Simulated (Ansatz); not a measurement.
# InH2+ (singlet): one geometry, many settings at scale of all distances = 0.878

What do other methods and options give for InH2+ (singlet) at this geometry, and how long do they take?

Computed with Ansatz 0.2.0, Gaussian basis. Level: the settings change from run to run.

19 further runs of the same task are left out: 12 that didn't finish, 7 set aside as unsound or not needed.

**1. The system**

The geometry derives from a PBE0/def2-TZVP stationary point (not a proven minimum). All distances are scaled together. No spin-orbit coupling is included. Elements past krypton take def2 core potentials.

3 atoms, charge 1, spin multiplicity 1.

Atoms are counted from 1 here; the program's logs count them from 0.

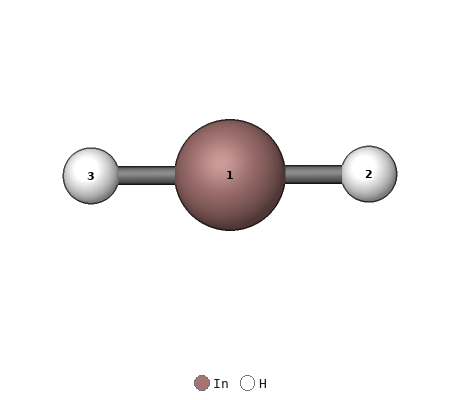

The geometry (indium brown, hydrogen white); atoms are numbered from 1 in the order of the file.

**2. HF/def2-SVP**

The input, in.yaml:

```yaml
crystal:
  periodic: [false, false, false]
  atoms:
    - {symbol: In, position_ang: [0.000000, 0.000000, 0.000000]}
    - {symbol: H, position_ang: [0.000000, 0.000000, -1.462221]}
    - {symbol: H, position_ang: [0.000000, 0.000000, 1.462221]}
basis:
  gaussian: {orbitals: def2-SVP, fitting: {mean_field: def2-universal-jkfit}}
total_charge: 1
magnetization: {spin_polarized: true, initial_magnetization: 0}
hamiltonian: {xc: hf}
output: {forces: true, orbitals: {seedname: orbitals}}
```

Command:

```bash
> ansatz run in.yaml --threads 1 --pin off --events-out ev --progress --plain --max-ram 2393MiB
```

The program printed:

```text
Functional definition: HF
  name "HF"
  cite "Fock, Z. Phys. 61, 126 (1930) doi:10.1007/BF01340294"
  parent pbe
  exchange = exact_x
  correlation = 0
254 factors; integrals over basis functions are off by at most 2.4e-1 eV
mean field evaluation 1: about -5171.4469 eV, gradient 5.3e0 eV
mean field evaluation 2: about -5171.6854 eV, gradient 1.3e0 eV
mean field evaluation 4: about -5171.7029 eV, gradient 1.1e-4 eV
mean field -5171.70289155 eV, -190.0565757582 hartree, gradient 6.3e-6 eV, S^2 0.000000; 0 other end points of the search recorded, 0 dependent functions left out
the calculation of the forces begins
reference -5171.70289155 eV, -190.0565757582 hartree; 11, 11 occupied and 25, 25 virtual orbitals, 254 factors
Total energy: -5171.70289155 eV, -190.0565757582 hartree
Atom 0 at     0.000000     0.000000     0.000000 Å, force    -0.000000     0.000000    -0.000000 eV/Å
Atom 1 at     0.000000     0.000000    -1.462221 Å, force     0.000000    -0.000000    -5.012656 eV/Å
Atom 2 at     0.000000     0.000000     1.462221 Å, force     0.000000    -0.000000     5.012656 eV/Å
Dipole moment:    -0.000000    -0.000000    -0.000000 e Å
```

Run time: 1 s. Hardware: 1 thread of Intel Xeon at 2.50GHz, shared host.

From the report: ⟨S²⟩ of the determinant 0.000 (pure singlet: 0.00).

**3. MP2 on RHF/def2-SVP**

The input, in.yaml:

```yaml
crystal:
  periodic: [false, false, false]
  atoms:
    - {symbol: In, position_ang: [0.000000, 0.000000, 0.000000]}
    - {symbol: H, position_ang: [0.000000, 0.000000, -1.462221]}
    - {symbol: H, position_ang: [0.000000, 0.000000, 1.462221]}
basis:
  gaussian: {orbitals: def2-SVP}
total_charge: 1
magnetization: {spin_polarized: false}
hamiltonian: {pseudopotentials: {relativity: none}}
correlation: {method: mp2, electrons: outside_noble_gas}
output: {forces: true}
```

Same command.

The program printed (excerpt; [...] marks lines left out):

```text
Functional definition: HF
  name "HF"
  cite "Fock, Z. Phys. 61, 126 (1930) doi:10.1007/BF01340294"
  parent pbe
[...]
441 factors; integrals over basis functions are off by at most 5.1e-4 eV
[...]
mean field -5171.70364780 eV, -190.0566035500 hartree, gradient 7.2e-7 eV, S^2 0.000000; 0 other end points of the search recorded, 0 dependent functions left out
9 core orbitals not correlated: weight in the atoms' cores, before any rotation towards them, 0.979 or more for the frozen orbitals, at most 0.015 for the correlated occupied ones
reference -5171.70364780 eV, -190.0566035500 hartree; 2, 2 occupied and 25, 25 virtual orbitals, 441 factors
second order -1.21520306 eV of doubles, -0.00000000 eV of singles
[...]
Total energy: -5172.91885086 eV, -190.1012614389 hartree
Atom 0 at     0.000000     0.000000     0.000000 Å, force     0.000000     0.000000    -0.000000 eV/Å
Atom 1 at     0.000000     0.000000    -1.462221 Å, force     0.000000    -0.000000    -5.068882 eV/Å
Atom 2 at     0.000000     0.000000     1.462221 Å, force    -0.000000    -0.000000     5.068882 eV/Å
Dipole moment:     0.000000    -0.000000    -0.000000 e Å
```

Wall time 2.1 s (1 thread of Intel Xeon at 2.50GHz, shared host).

**4. MP2 on UHF/def2-SVP**

The input, in.yaml:

```yaml
crystal:
  periodic: [false, false, false]
  atoms:
    - {symbol: In, position_ang: [0.000000, 0.000000, 0.000000]}
    - {symbol: H, position_ang: [0.000000, 0.000000, -1.462221]}
    - {symbol: H, position_ang: [0.000000, 0.000000, 1.462221]}
basis:
  gaussian: {orbitals: def2-SVP, point_charges: [{charge: 0.50, position_ang: [2.694, 0.881, 0.317]}]}
total_charge: 1
magnetization: {spin_polarized: true, initial_magnetization: 0}
correlation: {method: mp2, electrons: valence}
```

Launched as before.

The program printed:

```text
Functional definition: HF
  name "HF"
  cite "Fock, Z. Phys. 61, 126 (1930) doi:10.1007/BF01340294"
  parent pbe
  exchange = exact_x
  correlation = 0
441 factors; integrals over basis functions are off by at most 5.1e-4 eV
mean field evaluation 1: about -5168.8504 eV, gradient 5.3e0 eV
mean field evaluation 2: about -5168.8554 eV, gradient 5.3e0 eV
mean field evaluation 4: about -5169.1114 eV, gradient 1.2e-1 eV
mean field evaluation 8: about -5169.1115 eV, gradient 5.5e-7 eV
mean field -5169.11146714 eV, -189.9613426678 hartree, gradient 5.6e-7 eV, S^2 0.000000; 0 other end points of the search recorded, 0 dependent functions left out
4 core orbitals not correlated: weight in the atoms' cores, before any rotation towards them, 1.000 or more for the frozen orbitals, at most 0.000 for the correlated occupied ones
reference -5169.11146714 eV, -189.9613426678 hartree; 7, 7 occupied and 25, 25 virtual orbitals, 441 factors
second order -2.09832096 eV of doubles, -0.00000000 eV of singles
Total energy: -5171.20978810 eV, -190.0384545407 hartree
```

Run time: 1.5 s. Hardware: 1 thread of Intel Xeon at 2.50GHz, shared host.

From the report: ⟨S²⟩ of the determinant 0.000 (pure singlet: 0.00).

**5. CCSDT/def2-TZVPP**

The input, in.yaml:

```yaml
crystal:
  periodic: [false, false, false]
  atoms:
    - {symbol: In, position_ang: [0.000000, 0.000000, 0.000000]}
    - {symbol: H, position_ang: [0.000000, 0.000000, -1.462221]}
    - {symbol: H, position_ang: [0.000000, 0.000000, 1.462221]}
basis:
  gaussian: {orbitals: def2-TZVPP}
total_charge: 1
magnetization: {spin_polarized: false}
hamiltonian: {xc: {name: B3LYP}}
correlation: {method: ccsdt, electrons: outside_noble_gas}
scf: {lower_state_search: off}
```

The command is unchanged.

The program printed (excerpt; [...] marks lines left out):

```text
Functional definition: B3LYP
  name "B3LYP"
  cite "Stephens, Devlin, Chabalowski & Frisch, J. Phys. Chem. 98, 11623 (1994) doi:10.1021/j100096a001"
  cite "Becke, Phys. Rev. A 38, 3098 (1988) doi:10.1103/PhysRevA.38.3098"
  cite "Lee, Yang & Parr, Phys. Rev. B 37, 785 (1988) doi:10.1103/PhysRevB.37.785"
  cite "Vosko, Wilk & Nusair, Can. J. Phys. 58, 1200 (1980) doi:10.1139/p80-159"
[...]
1150 factors; integrals over basis functions are off by at most 2.1e-7 eV
[...]
mean field -5199.30601460 eV, -191.0709718205 hartree, gradient 1.2e-6 eV, S^2 0.000000; 0 other end points of the search recorded, 0 dependent functions left out
9 core orbitals not correlated: weight in the atoms' cores, before any rotation towards them, 0.976 or more for the frozen orbitals, at most 0.016 for the correlated occupied ones
reference -5171.59656005 eV, -190.0526681476 hartree; 2, 2 occupied and 67, 67 virtual orbitals, 1150 factors
second order -1.51246298 eV of doubles, -0.16119875 eV of singles
cycle   1  -1.92103963 eV  change   -2.5e-1 eV  update   4.0e-2
[...]
cycle  10  -2.04939271 eV  change    4.3e-7 eV  update   2.8e-7
Total energy: -5173.64595275 eV, -190.1279819405 hartree
Checks for a lower state left out: stability, starts, cluster_reference, orbital_swaps, neighbouring_geometries, increment
```

Run time: 13 s. Hardware: 1 thread of Intel Xeon at 2.50GHz, shared host; peak memory 0.28 GiB.

From the report: correlation -2.0494 eV; T1 0.031; largest double amplitude 0.06. The orbitals are Kohn-Sham ones, so correlation energy and T1 don't compare with those on Hartree-Fock orbitals.

**6. CCSDT(Q) on UHF/def2-SVP**

The input, in.yaml:

```yaml
crystal:
  periodic: [false, false, false]
  atoms:
    - {symbol: In, position_ang: [0.000000, 0.000000, 0.000000]}
    - {symbol: H, position_ang: [0.000000, 0.000000, -1.462221]}
    - {symbol: H, position_ang: [0.000000, 0.000000, 1.462221]}
basis:
  gaussian: {orbitals: def2-SVP}
total_charge: 1
magnetization: {spin_polarized: true, initial_magnetization: 0}
correlation: {method: ccsdt_q, electrons: outside_noble_gas}
output: {forces: true}
```

The command is unchanged.

The program printed:

```text
Functional definition: HF
  name "HF"
  cite "Fock, Z. Phys. 61, 126 (1930) doi:10.1007/BF01340294"
  parent pbe
  exchange = exact_x
  correlation = 0
766 factors; integrals over basis functions are off by at most 1.3e-7 eV
mean field evaluation 1: about -5171.4304 eV, gradient 5.3e0 eV
mean field evaluation 2: about -5171.4458 eV, gradient 5.3e0 eV
mean field evaluation 4: about -5171.7037 eV, gradient 1.2e-1 eV
mean field evaluation 8: about -5171.7037 eV, gradient 4.8e-7 eV
mean field -5171.70371217 eV, -190.0566059156 hartree, gradient 5.2e-7 eV, S^2 0.000000; 0 other end points of the search recorded, 0 dependent functions left out
9 core orbitals not correlated: weight in the atoms' cores, before any rotation towards them, 0.979 or more for the frozen orbitals, at most 0.015 for the correlated occupied ones
reference -5171.70371217 eV, -190.0566059156 hartree; 2, 2 occupied and 25, 25 virtual orbitals, 766 factors
second order -1.21521882 eV of doubles, -0.00000000 eV of singles
cycle   1  -1.48617871 eV  change   -2.7e-1 eV  update   4.0e-2
cycle   2  -1.60551063 eV  change   -1.2e-1 eV  update   1.5e-2
cycle   3  -1.61156933 eV  change   -6.1e-3 eV  update   4.1e-3
cycle   4  -1.61252484 eV  change   -9.6e-4 eV  update   1.2e-3
cycle   5  -1.61227450 eV  change    2.5e-4 eV  update   2.9e-4
cycle   6  -1.61222521 eV  change    4.9e-5 eV  update   7.1e-5
cycle   7  -1.61224454 eV  change   -1.9e-5 eV  update   1.2e-5
cycle   8  -1.61224596 eV  change   -1.4e-6 eV  update   2.7e-6
cycle   9  -1.61224512 eV  change    8.4e-7 eV  update   4.8e-7
cycle  10  -1.61224523 eV  change   -1.1e-7 eV  update   1.1e-7
perturbative correction -0.00022614 eV, -0.0000083107 hartree
the calculation of the forces begins
mean field evaluation 16: about -5171.7037 eV, gradient 5.2e-7 eV
Total energy: -5173.31618355 eV, -190.1158631456 hartree
Atom 0 at     0.000000     0.000000     0.000000 Å, force     0.000000     0.000000    -0.000000 eV/Å
Atom 1 at     0.000000     0.000000    -1.462221 Å, force    -0.000000     0.000000    -5.157372 eV/Å
Atom 2 at     0.000000     0.000000     1.462221 Å, force     0.000000    -0.000000     5.157372 eV/Å
Dipole moment:    -0.000000     0.000000     0.000000 e Å
```

Run time: 17 s. Hardware: 1 thread of Intel Xeon at 2.50GHz, shared host.

From the report: ⟨S²⟩ of the determinant 0.000 (pure singlet: 0.00); correlation -1.6125 eV; T1 0.008; largest double amplitude 0.06.

**7. CCSD/def2-mTZVP**

Edit in.yaml of step 6 so:

```diff
@@ -7,6 +7,6 @@
 basis:
-  gaussian: {orbitals: def2-SVP}
+  gaussian: {orbitals: def2-mTZVP}
 total_charge: 1
 magnetization: {spin_polarized: true, initial_magnetization: 0}
-correlation: {method: ccsdt_q, electrons: outside_noble_gas}
-output: {forces: true}
+hamiltonian: {xc: {name: r2SCAN}}
+correlation: {method: ccsd, electrons: valence}
```

Launched as before.

The program printed (excerpt; [...] marks lines left out):

```text
Functional definition: r2SCAN
  name "r2SCAN"
  cite "Furness, Kaplan, Ning, Perdew & Sun, J. Phys. Chem. Lett. 11, 8208 (2020) doi:10.1021/acs.jpclett.0c02405"
  cite "Furness, Kaplan, Ning, Perdew & Sun, J. Phys. Chem. Lett. 11, 9248 (2020) doi:10.1021/acs.jpclett.0c03077"
  parent r2scan
[...]
509 factors; integrals over basis functions are off by at most 1.4e-4 eV
[...]
mean field -5199.00191506 eV, -191.0597963682 hartree, gradient 1.4e-6 eV, S^2 0.000000; 0 other end points of the search recorded, 0 dependent functions left out
4 core orbitals not correlated: weight in the atoms' cores, before any rotation towards them, 1.000 or more for the frozen orbitals, at most 0.000 for the correlated occupied ones
reference -5171.34445460 eV, -190.0434034433 hartree; 7, 7 occupied and 31, 31 virtual orbitals, 509 factors
second order -2.87563517 eV of doubles, -0.25636256 eV of singles
cycle   1  -3.18542243 eV  change   -5.8e-2 eV  update   4.9e-2
[...]
cycle   7  -3.32620559 eV  change   -5.3e-6 eV  update   1.3e-5
Total energy: -5174.67066019 eV, -190.1656392444 hartree
```

Run time: 6 s. Hardware: 1 thread of Intel Xeon at 2.50GHz, shared host.

From the report: ⟨S²⟩ of the determinant 0.000 (pure singlet: 0.00); correlation -3.3262 eV; T1 0.015; largest double amplitude 0.07. The orbitals are Kohn-Sham ones, so correlation energy and T1 don't compare with those on Hartree-Fock orbitals.

**8. CCSDT(Q) on RHF/def2-SVPD**

The input, in.yaml:

```yaml
crystal:
  periodic: [false, false, false]
  atoms:
    - {symbol: In, position_ang: [0.000000, 0.000000, 0.000000]}
    - {symbol: H, position_ang: [0.000000, 0.000000, -1.462221]}
    - {symbol: H, position_ang: [0.000000, 0.000000, 1.462221]}
basis:
  gaussian: {orbitals: def2-SVPD, fitting: {mean_field: def2-universal-jkfit}}
total_charge: 1
magnetization: {spin_polarized: false}
hamiltonian: {pseudopotentials: {relativity: scalar}}
correlation: {method: ccsdt_q, electrons: outside_noble_gas}
```

The command is unchanged.

The program printed:

```text
Functional definition: HF
  name "HF"
  cite "Fock, Z. Phys. 61, 126 (1930) doi:10.1007/BF01340294"
  parent pbe
  exchange = exact_x
  correlation = 0
254 factors; integrals over basis functions are off by at most 2.4e-1 eV
mean field evaluation 1: about -5171.4575 eV, gradient 7.6e0 eV
mean field evaluation 2: about -5171.6989 eV, gradient 1.9e0 eV
mean field evaluation 4: about -5171.7169 eV, gradient 1.7e-1 eV
mean field evaluation 8: about -5171.4575 eV, gradient 7.6e0 eV
mean field -5171.71701351 eV, -190.0570947308 hartree, gradient 7.0e-7 eV, S^2 0.000000; 0 other end points of the search recorded, 0 dependent functions left out
9 core orbitals not correlated: weight in the atoms' cores, before any rotation towards them, 0.979 or more for the frozen orbitals, at most 0.015 for the correlated occupied ones
reference -5171.71701351 eV, -190.0570947308 hartree; 2, 2 occupied and 37, 37 virtual orbitals, 254 factors
second order -1.24399787 eV of doubles, -0.00000000 eV of singles
cycle   1  -1.52249779 eV  change   -2.8e-1 eV  update   4.0e-2
cycle   2  -1.64688162 eV  change   -1.2e-1 eV  update   1.6e-2
cycle   3  -1.65221177 eV  change   -5.3e-3 eV  update   4.0e-3
cycle   4  -1.65338570 eV  change   -1.2e-3 eV  update   1.3e-3
cycle   5  -1.65323605 eV  change    1.5e-4 eV  update   3.2e-4
cycle   6  -1.65316956 eV  change    6.6e-5 eV  update   7.8e-5
cycle   7  -1.65318312 eV  change   -1.4e-5 eV  update   1.8e-5
cycle   8  -1.65318627 eV  change   -3.2e-6 eV  update   4.9e-6
cycle   9  -1.65318494 eV  change    1.3e-6 eV  update   1.0e-6
cycle  10  -1.65318481 eV  change    1.2e-7 eV  update   2.8e-7
perturbative correction -0.00023190 eV, -0.0000085223 hartree
Total energy: -5173.37043023 eV, -190.1178566744 hartree
Relativity: scalar
```

Wall time 2.8 s (1 thread of Intel Xeon at 2.50GHz, shared host).

From the report: correlation -1.6534 eV; T1 0.008; largest double amplitude 0.04.

**9. CCSD on UHF/def2-SVP**

The input, in.yaml:

```yaml
crystal:
  periodic: [false, false, false]
  atoms:
    - {symbol: In, position_ang: [0.000000, 0.000000, 0.000000]}
    - {symbol: H, position_ang: [0.000000, 0.000000, -1.462221]}
    - {symbol: H, position_ang: [0.000000, 0.000000, 1.462221]}
basis:
  gaussian: {orbitals: def2-SVP}
total_charge: 1
magnetization: {spin_polarized: true, initial_magnetization: 0}
correlation: {method: ccsd, electrons: outside_noble_gas, diis_vectors: 4}
accuracy: high
```

Launched as before.

The program printed (excerpt; [...] marks lines left out):

```text
Functional definition: HF
  name "HF"
  cite "Fock, Z. Phys. 61, 126 (1930) doi:10.1007/BF01340294"
  parent pbe
[...]
823 factors; integrals over basis functions are off by at most 1.9e-9 eV
[...]
mean field -5171.70371219 eV, -190.0566059162 hartree, gradient 8.4e-8 eV, S^2 0.000000; 0 other end points of the search recorded, 0 dependent functions left out
9 core orbitals not correlated: weight in the atoms' cores, before any rotation towards them, 0.979 or more for the frozen orbitals, at most 0.015 for the correlated occupied ones
reference -5171.70371219 eV, -190.0566059162 hartree; 2, 2 occupied and 25, 25 virtual orbitals, 823 factors
second order -1.21521883 eV of doubles, -0.00000000 eV of singles
cycle   1  -1.48617860 eV  change   -2.7e-1 eV  update   3.9e-2
[...]
cycle  17  -1.59575692 eV  change   6.1e-11 eV  update  3.0e-10
Total energy: -5173.29946910 eV, -190.1152489012 hartree
```

Run time: 2.8 s. Hardware: 1 thread of Intel Xeon at 2.50GHz, shared host.

From the report: ⟨S²⟩ of the determinant 0.000 (pure singlet: 0.00); correlation -1.5958 eV; T1 0.008; largest double amplitude 0.06.

**10. CCSDT/def2-mTZVP**

The input, in.yaml:

```yaml
crystal:
  periodic: [false, false, false]
  atoms:
    - {symbol: In, position_ang: [0.000000, 0.000000, 0.000000]}
    - {symbol: H, position_ang: [0.000000, 0.000000, -1.462221]}
    - {symbol: H, position_ang: [0.000000, 0.000000, 1.462221]}
basis:
  gaussian: {orbitals: def2-mTZVP}
total_charge: 1
magnetization: {spin_polarized: true, initial_magnetization: 0}
hamiltonian: {xc: {name: r2SCAN}}
correlation: {method: ccsdt, electrons: outside_noble_gas, diis_vectors: 1}
scf: {lower_state_search: off}
output: {forces: true}
```

Same command.

The program printed (excerpt; [...] marks lines left out):

```text
Functional definition: r2SCAN
  name "r2SCAN"
  cite "Furness, Kaplan, Ning, Perdew & Sun, J. Phys. Chem. Lett. 11, 8208 (2020) doi:10.1021/acs.jpclett.0c02405"
  cite "Furness, Kaplan, Ning, Perdew & Sun, J. Phys. Chem. Lett. 11, 9248 (2020) doi:10.1021/acs.jpclett.0c03077"
  parent r2scan
[...]
854 factors; integrals over basis functions are off by at most 2.3e-7 eV
[...]
mean field -5199.00191385 eV, -191.0597963238 hartree, gradient 1.4e-6 eV, S^2 0.000000; 0 other end points of the search recorded, 0 dependent functions left out
9 core orbitals not correlated: weight in the atoms' cores, before any rotation towards them, 0.977 or more for the frozen orbitals, at most 0.016 for the correlated occupied ones
reference -5171.34456762 eV, -190.0434075969 hartree; 2, 2 occupied and 31, 31 virtual orbitals, 854 factors
second order -1.02464365 eV of doubles, -0.17248733 eV of singles
cycle   1  -1.40974015 eV  change   -2.2e-1 eV  update   3.7e-2
[...]
cycle  12  -1.51620818 eV  change    1.4e-7 eV  update   2.2e-7
[...]
Total energy: -5172.86077581 eV, -190.0991272199 hartree
Atom 0 at     0.000000     0.000000     0.000000 Å, force     0.000000    -0.000000    -0.000000 eV/Å
Atom 1 at     0.000000     0.000000    -1.462221 Å, force    -0.000000    -0.000000    -5.451985 eV/Å
Atom 2 at     0.000000     0.000000     1.462221 Å, force     0.000000     0.000000     5.451985 eV/Å
Dipole moment:     0.000000    -0.000000     0.000000 e Å
Checks for a lower state left out: starts, cluster_reference, orbital_swaps, neighbouring_geometries, increment
```

It took 26 s on 1 thread of Intel Xeon at 2.50GHz, shared host; peak memory 0.25 GiB.

From the report: ⟨S²⟩ of the determinant 0.000 (pure singlet: 0.00); correlation -1.5162 eV; T1 0.029; largest double amplitude 0.07. The orbitals are Kohn-Sham ones, so correlation energy and T1 don't compare with those on Hartree-Fock orbitals.

**11. The runs in one table**

Where basis and cores are those of an earlier FCI/def2-TZVPP run (-5173.7969 eV), and the state is the same kind, the miss against it is given.

| level | correlated | functions | energy (eV) | from FCI (meV) | time |
| --- | --- | --- | --- | --- | --- |
| HF/def2-SVP |  | 36 | -5171.7029 |  | 1 s |
| MP2 on RHF/def2-SVP | outside noble gas | 36 | -5172.9189 |  | 2.1 s |
| MP2 on UHF/def2-SVP (beside a point charge) | valence | 36 | -5171.2098 |  | 1.5 s |
| CCSDT/def2-TZVPP (on B3LYP orbitals) | outside noble gas | 78 | -5173.6460 | 150.9 | 13 s |
| CCSDT(Q) on UHF/def2-SVP | outside noble gas | 36 | -5173.3162 |  | 17 s |
| CCSD/def2-mTZVP (on r2SCAN orbitals) | valence | 42 | -5174.6707 |  | 6 s |
| CCSDT(Q) on RHF/def2-SVPD (relativity set) | outside noble gas | 48 | -5173.3704 |  | 2.8 s |
| CCSD on UHF/def2-SVP | outside noble gas | 36 | -5173.2995 |  | 2.8 s |
| CCSDT/def2-mTZVP (on r2SCAN orbitals) | outside noble gas | 42 | -5172.8608 |  | 26 s |

**12. Results**

```
quantity                                        value
    runs                                            9
quickest                             HF/def2-SVP, 1 s
 slowest  CCSDT/def2-mTZVP (on r2SCAN orbitals), 26 s
```

What this shows: Total energies in different bases, with other cores or another treatment of relativity can't be set against each other. CCSDT/def2-mTZVP (on r2SCAN orbitals) took 26 times as long as HF/def2-SVP; the jobs differ in more than the method. Cores frozen from Kohn-Sham orbitals shift the total energy.
